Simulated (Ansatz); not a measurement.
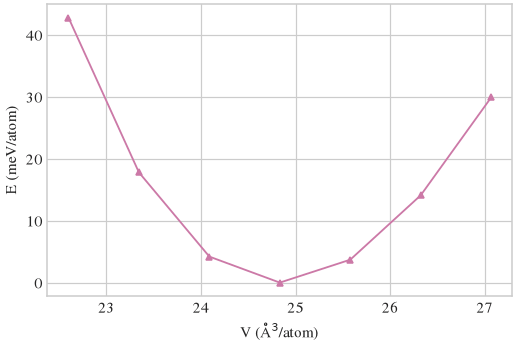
Fig. 1. CdSe₂ in space group Pa-3 (No. 205; Cd on 4a, Se on 8c) under volume change, DFT-r²SCAN in the program Ansatz with PAW potentials, shape and atoms relaxed at each volume.

### Question
What does a third-order Birch–Murnaghan fit give for V₀, B₀ and B′?

### Answer
V₀ = 24.84 Å³/atom, B₀ = 56.5 GPa, B′ = 4.9.

The first step of the workflow began from a Materials Project structure, measured or hypothetical; the Crystallography Open Database copy checked does not list it. Whether it is the stable phase at ambient conditions was not checked. The r²SCAN relaxation kept the symmetry of its start; its stability against distortions is not shown here.

Potentials: the later of the program's two PAW sets.
